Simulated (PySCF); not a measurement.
**Run report: TaO2Cl, frequency calculation**

The run: frequency calculation of TaO2Cl. Method and program: RKS-based PBE0, Ta def2-TZVP with ECP60, O def2-TZVP, Cl def2-TZVP; non-relativistic Hamiltonian with a scalar-relativistic core potential; density fitting (PySCF 2.14.0).

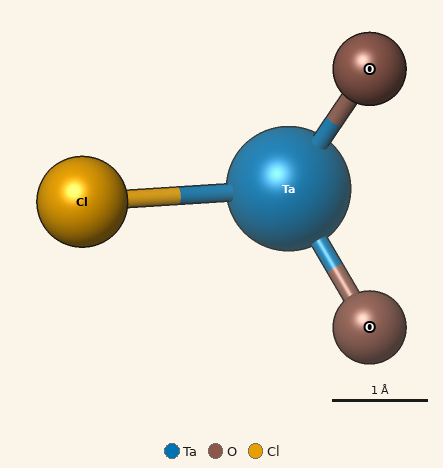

The structure as given in the input (ball-and-stick view, seen at a tilt). Sticks mark near contacts.

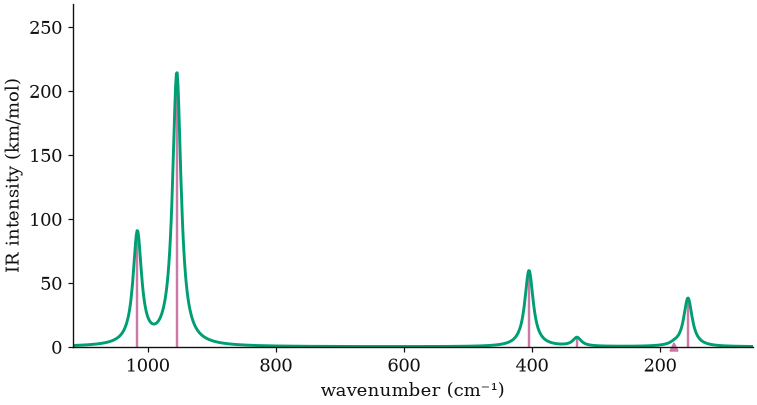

Harmonic infrared spectrum, unscaled: sticks (degenerate modes added up, dark ones marked on the axis) with a Lorentzian envelope of 16 cm⁻¹ full width, scaled to the tallest stick. 6 modes from 156 to 1016 cm⁻¹, none imaginary. The strongest line is at 955 cm⁻¹ (214 km/mol). All modes, in cm⁻¹ (km/mol): 156 (38), 178 (1.1), 330 (6.8), 405 (60), 955 (214), 1016 (88).

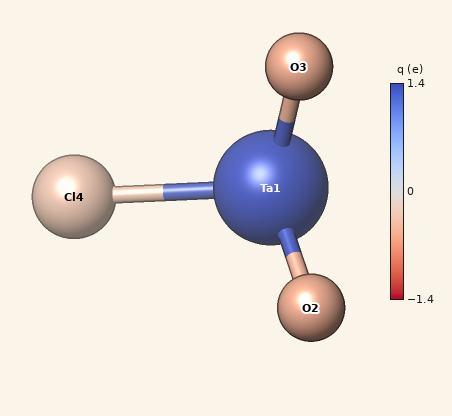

Mulliken charges, as the colour of each atom (ball-and-stick view, seen at a tilt; atoms are numbered from 1 in the order of the input). By element: Ta +1.35, O −0.50 and Cl −0.35 e.

These pictures come from the run below.

### Input file
```python
from pyscf import gto, scf, dft
mol = gto.M(atom='''
Ta    -0.216658     0.000000    -0.162042
O     -0.994371     1.381350     0.517148
O     -0.994371    -1.381350     0.517148
Cl     2.034619    -0.000000     0.372083''',
    basis={'Ta': 'def2-TZVP', 'O': 'def2-TZVP', 'Cl': 'def2-TZVP'},
    ecp={'Ta': 'def2-TZVP'},
    charge=0, spin=0)
mf = dft.RKS(mol, xc='PBE0')
mf.grids.atom_grid = (75, 302)
aux = {'Ta': 'def2-universal-JKFIT', 'O': 'def2-universal-JKFIT', 'Cl': 'def2-universal-JKFIT'}
mf = mf.density_fit(auxbasis=aux)
mf.conv_tol = 1e-09
mf.diis_space = 10
mf.max_cycle = 60
mf.verbose = 4
mf.kernel()
```

The script is an equivalent of the set-up of the self-consistent field. The run itself was carried out by a driver, which started from the orbitals of the step before it where there was one and computed the further properties.

Run as:
```bash
OMP_NUM_THREADS=4 python axn.py task.json out
```

### What the program printed
```
init E= -667.562598805093
  HOMO = -0.310952733413025  LUMO = -0.150732710436996  gap/eV = 4.35981
cycle= 1 E= -667.562598804556  delta_E= 5.37e-10  |g|= 5.59e-05  |ddm|= 3.45e-05
  HOMO = -0.310950854341057  LUMO = -0.150735014957485  gap/eV = 4.35970
cycle= 2 E= -667.562598799642  delta_E= 4.91e-09  |g|= 0.000169  |ddm|= 0.000102
  HOMO = -0.310952765890835  LUMO = -0.150733513656816  gap/eV = 4.35979
cycle= 3 E= -667.56259880516  delta_E= -5.52e-09  |g|= 2.9e-06  |ddm|= 7.67e-05
  HOMO = -0.31095243102983  LUMO = -0.150733410809207  gap/eV = 4.35978
cycle= 4 E= -667.562598805163  delta_E= -2.84e-12  |g|= 7.86e-07  |ddm|= 2.14e-06
  HOMO = -0.310952556562694  LUMO = -0.15073330817431  gap/eV = 4.35979
Extra cycle  E= -667.562598805163  delta_E= -2.27e-13  |g|= 2.43e-06  |ddm|= 1.52e-06
converged SCF energy = -667.562598805163
```

### Summary

```csv
quantity,value
outcome,converged
total energy,−667.562599 hartree
HOMO,−8.46 eV
LUMO,−4.10 eV
zero-point energy,0.006923 hartree
dipole moment,5.50 D
"wavenumbers, lowest and highest",156 and 1016 cm⁻¹
hardware,"4 threads of Arm Neoverse V2, 24 GiB of memory available, shared host"
wall time,48 s (CPU time 2.7 min)
peak memory,1.5 GiB
```
